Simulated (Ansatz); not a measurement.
## Redistribution: CHBr2Cl + CH3I → CHBr2I + CH3Cl

Species: CHBr2Cl (chlorodibromomethane) `ClC(Br)Br`, singlet; CH3I (methyl iodide) `CI`, singlet; CHBr2I `BrC(Br)I`, singlet; CH3Cl (chloromethane) `CCl`, singlet. The partners trade Cl for I; both sit on C, so the bond types are kept.

Shapes, held fixed at every level: PBE0-D4/def2-TZVP. Programs: Ansatz 0.2.0. The zero-point and thermal change to 298 K, harmonic and unscaled (PBE0-D4/def2-TZVP), is +0.9 kJ/mol.

| level | kind | ΔH(298 K) (kJ/mol) | less CCSD(T)/def2-TZVPP |
| --- | --- | --- | --- |
| SPW92/def2-TZVPP | LDA | +11.3 | +3.9 |
| PBE-D4/def2-TZVPP | GGA | +8.4 | +1.0 |
| r2SCAN-D4/def2-TZVPP | meta-GGA | +10.3 | +2.9 |
| wB97M-V/def2-TZVPP | range-separated hybrid | +9.2 | +1.8 |
| MP2/def2-SVP | perturbation theory | +8.6 | +1.2 |
| CCSD/def2-SVP | coupled cluster or CI | +10.5 | +3.1 |
| CCSD(T)/def2-TZVPP | coupled cluster or CI | +7.4 | 0.0 |

The highest level, CCSD(T)/def2-TZVPP, gives ΔH(298 K) = +7.4 kJ/mol; the levels span +7.4 to +11.3. The column of differences is taken from that level and isn't an error. No measured value is set beside it here. For atoms past krypton def2 sets carry core potentials with scalar relativity. Relativity is left out for Br unless named. Correlated rows may include outer-core shells of Br, I, which these sets cover unevenly.

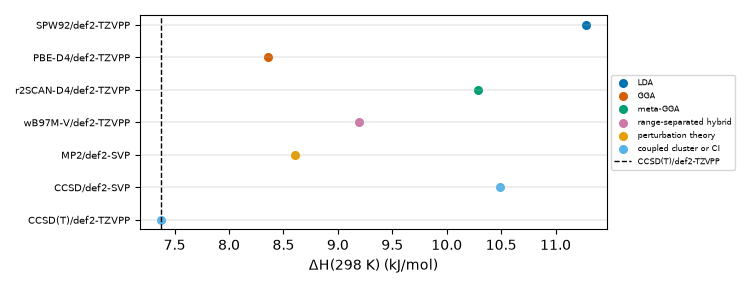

The values of the table, level by level.
